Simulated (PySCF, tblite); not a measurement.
# C₆H₈NO radical: geometry, infrared bands and EPR parameters

What infrared bands and EPR parameters should C₆H₈NO radical (`[CH2]C#C[C@@H](C)NC=O`) show?

Programs: tblite 0.8.0 and PySCF 2.14.0, with density-fitted response routines of our own. Each step states its level of theory. These are calculated values for one molecule in the gas phase, unless marked as measured. Atoms are numbered from 0 throughout.

## (1) Starting geometry

16 atoms, charge 0, multiplicity 2; geometry from: force field or distance geometry start.

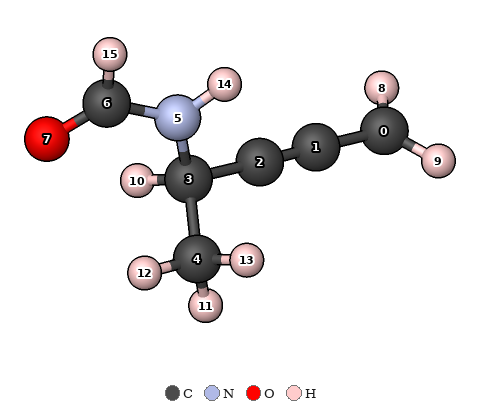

As it starts; carbon dark grey, nitrogen light blue, oxygen red, hydrogen pink, atoms numbered; sticks join atoms by distance.

## (2) Relaxing the molecule with GFN2-xTB

The job: settings as JSON, then the geometry in Å.

```
{"job": {"kind": "relax", "xc": "GFN2-xTB", "basis": "xTB"}, "charge": 0, "multiplicity": 2}
C      3.343300     1.240800     0.562500
C      2.059700     0.735300     0.203300
C      0.995700     0.291200    -0.082700
C     -0.336100    -0.230300    -0.463100
C     -0.421600    -1.727700    -0.116600
N     -1.358000     0.509900     0.251500
C     -2.647700     0.564500    -0.184800
O     -3.082800     0.009300    -1.171000
H      3.699600     2.157600     0.114600
H      3.955800     0.713600     1.276500
H     -0.500700    -0.106200    -1.532400
H      0.351600    -2.294300    -0.650800
H     -1.398200    -2.138400    -0.400900
H     -0.286900    -1.905800     0.947400
H     -1.098400     1.011400     1.100900
H     -3.283000     1.177800     0.493200
```

Started as:

```bash
$ OMP_NUM_THREADS=1 python probes_run.py task.json out
```

One launch serves the whole session: the jobs run in the order shown.

**Question.** This job is followed by: GFN2-xTB harmonic vibrations, gas phase; UKS B3LYP, pcH-1 on C H N O, non-relativistic, mean-field spin-orbit, GIAO. What will the session give for the following? strongest single infrared mode (GFN2-xTB); zero-point energy (GFN2-xTB); g(iso) (B3LYP); ⟨S²⟩; largest a(iso) (averaged by class); potential on the surface of density 0.002 e/bohr³, 1st and 99th percentile.

The runs gave:

```
                                                                  quantity                  value
                                 strongest single infrared mode (GFN2-xTB)  1768 cm⁻¹, 608 km/mol
                                              zero-point energy (GFN2-xTB)          76.5 kcal/mol
                                                            g(iso) (B3LYP)                2.00271
                                                                      ⟨S²⟩     0.768 (exact 0.75)
                                        largest a(iso) (averaged by class)    1H on H10, 66.7 MHz
potential on the surface of density 0.002 e/bohr³, 1st and 99th percentile     -1.93 V and 2.13 V
```

Relaxing lowered the energy by 0.248 eV in 86 steps; the close pair that moved most is C0–C1, from 1.426 to 1.350 Å. No mode is imaginary among the 42: a minimum at this level. The strongest single mode, at 1768 cm⁻¹, moves mainly C6 and O7. GFN2-xTB is a fitted tight-binding method: band positions and strengths are rough. Its intensities can rank the bands wrongly. The largest share of the spin, 0.78 e, sits on C0. The isotropic g lies 0.4 ppt above the free-electron value. The conformer search found further structures of the same energy, which may be mirror or relabelled copies of this one.
